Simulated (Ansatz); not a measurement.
# AlFH₅N₂ (charge +1): what the fields show

The calculation's input:

```
crystal:
  periodic: [false, false, false]
  atoms:
    - {symbol: Al, position_ang: [-0.449913, -0.190556, 1.584386]}
    - {symbol: F, position_ang: [0.625688, -1.310750, 1.017359]}
    - {symbol: "N", position_ang: [-1.722084, 0.016136, 0.028331]}
    - {symbol: "N", position_ang: [-0.654959, 1.052951, 0.005110]}
    - {symbol: H, position_ang: [-2.650087, 0.436777, 0.060010]}
    - {symbol: H, position_ang: [-1.656978, -0.595267, -0.785711]}
    - {symbol: H, position_ang: [-1.048215, 1.993203, 0.025505]}
    - {symbol: H, position_ang: [-0.948931, 0.353804, 2.937353]}
    - {symbol: H, position_ang: [-0.064212, 0.952730, -0.820535]}
basis:
  gaussian: {orbitals: def2-TZVPD}
total_charge: 1
output: {forces: true, orbitals: {seedname: orbitals}}
hamiltonian: {xc: pbe0}
```

Run with:

```sh
ansatz run input.yaml --threads 2 --pin off --max-ram 4350MiB --events-out events.jsonl --progress --plain --runs-dir runs
```

Geometry: B3LYP-D3(BJ)/6-311G**.

Method: isolated molecule in a Gaussian basis; Kohn-Sham density functional theory, functional PBE0 (Ansatz).

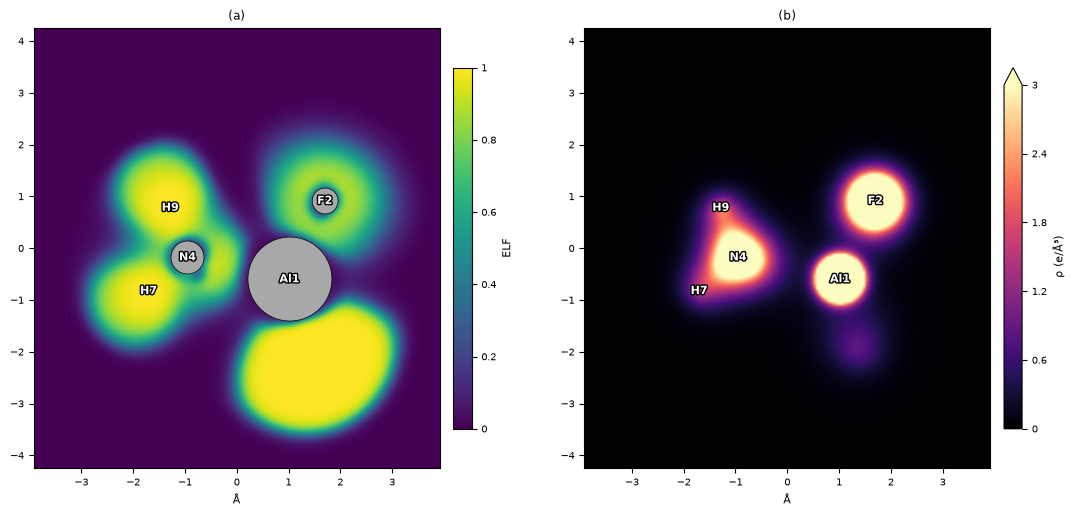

Figure 1. (a) ELF; (b) total electron density on the plane of atoms F2, Al1 and N4. Grey discs cover the atomic cores in the ELF map.

Question: Read the bonding off the picture.

Answer:
- The plane passes through Al, F, N and H nuclei.
- Al–F (1.65 Å): ρ is about 0.92 e/Å³ halfway; the ELF peaks at about 0.85 in the valence shell of F, 0.6 Å from its nucleus, and is about 0.35 at the midpoint.
- Al–N (2.02 Å): the density is about 0.49 e/Å³ at the midpoint; the ELF peaks at about 0.90 in the valence shell of N, 0.6 Å from its nucleus, and is about 0.55 at the midpoint.
- N–H (1.02 Å): ρ is about 3 e/Å³ halfway; the ELF climbs to about 1 towards the hydrogen, as it does in any bond to H; an ordinary covalent bond to hydrogen.
- The ELF also peaks beside F2, away from the bonds: lone-pair regions.

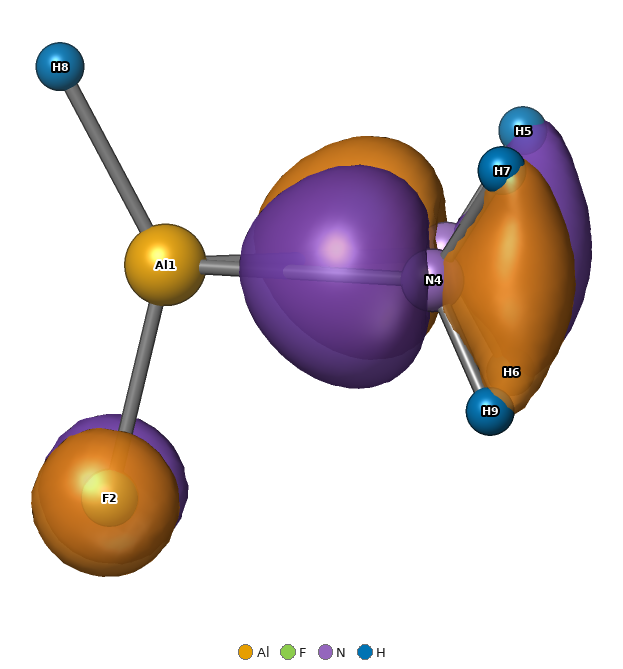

Figure 2. The HOMO−1 at ±0.2 Å⁻³ᐟ² (orange and purple are the two phases), seen across its widest extent.

Question: Describe this orbital and give its energy.

Answer: Its weight (Hirshfeld) is mainly on N4 (about 30 %), N3 (about 30 %) and F2 (about 15 %); π-antibonding (π*) across N4–N3. Its energy is −15.10 eV.

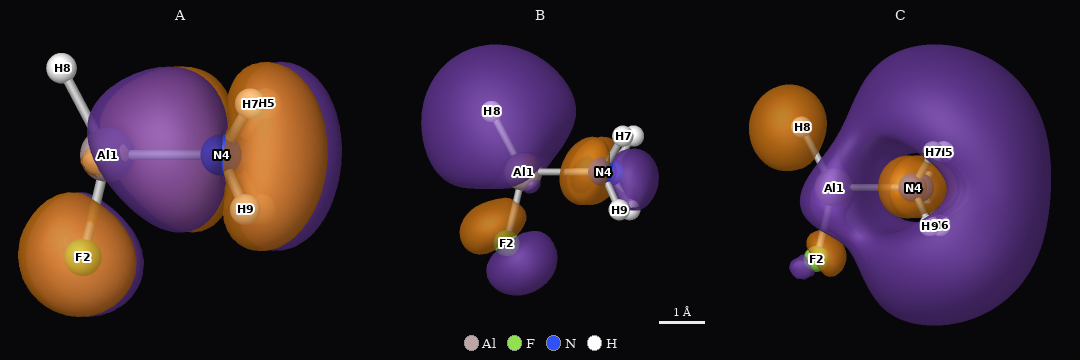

Figure 3. Three frontier orbitals at ±0.05 Å⁻³ᐟ² (orange and purple are the two phases), in no order.

Question: Order the three orbitals by energy and name them.

Answer: A is the HOMO−1 (−15.10 eV). Its weight (Hirshfeld) is mainly on N4 (about 30 %), N3 (about 30 %) and F2 (about 15 %); π-antibonding (π*) across N4–N3. B is the HOMO (−14.64 eV). Its weight (Hirshfeld) is mainly on H8 (about 50 %), Al1 (about 35 %) and F2 (about 10 %). C is the LUMO (−5.31 eV). Its weight (Hirshfeld) is mainly on H7 (about 15 %), H5 (about 15 %), Al1 (about 15 %), H6 (about 15 %), H9 (about 15 %), N3 (about 10 %) and N4 (about 10 %).

Question: What is the HOMO–LUMO gap?

Answer: 9.33 eV between the orbital energies.
